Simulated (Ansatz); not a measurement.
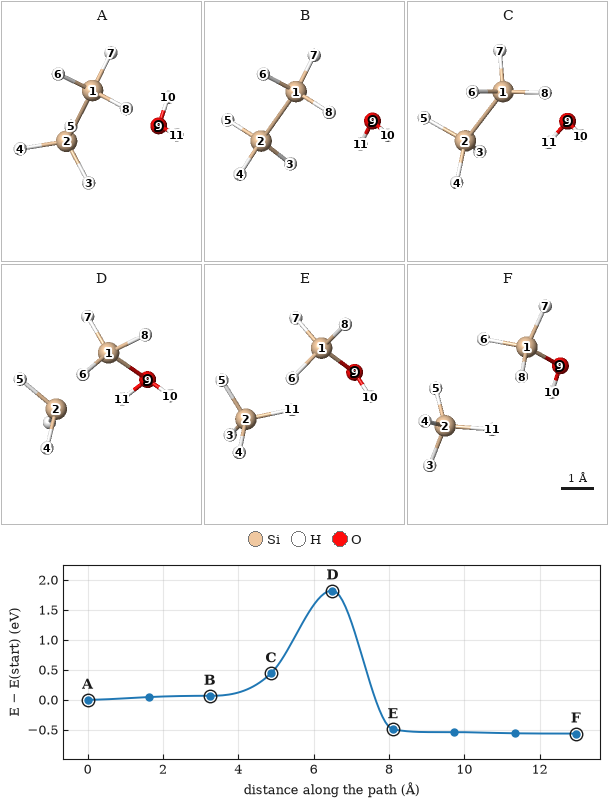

NEB run on Si₂H₈O, made up at the start of Si2H6 and H$_{2}$O. Images are numbered from 0 (start) to 8 (end). Frames A to F are images 0, 2, 3, 4, 5, 8. The picture is a ball-and-stick view, seen from a free direction.

All numbers below come from RKS PBE0-D4/6-31G* (Ansatz). Run with 7 movable images; climbing image; force threshold 0.05 eV/Å; iteration limit 60; starting path through a guess of the saddle point.

Question: What happens along the path, and what is the barrier?

Answer: The highest point, image 4, lies 1.82 eV above the start and 2.39 eV above the end; the end is at −0.56 eV relative to the start. Breaking: O9–H11 (0.97 → 1.07 at the top → 2.98 Å), Si1–Si2 (2.34 → 2.83 at the top → 4.02 Å). Forming: Si1–O9 (3.03 → 1.87 at the top → 1.66 Å), Si2–H11 (3.48 → 2.10 at the top → 1.49 Å). The band converged in 31 iterations, with a climbing image at the top.

Limits of the set-up: the start holds two separate molecules, 2.7 Å apart at their closest, whose relative position is a soft coordinate.

Cost: 11 min on 1 thread of Arm Neoverse V1, on a shared host, peak memory 0.14 GiB.
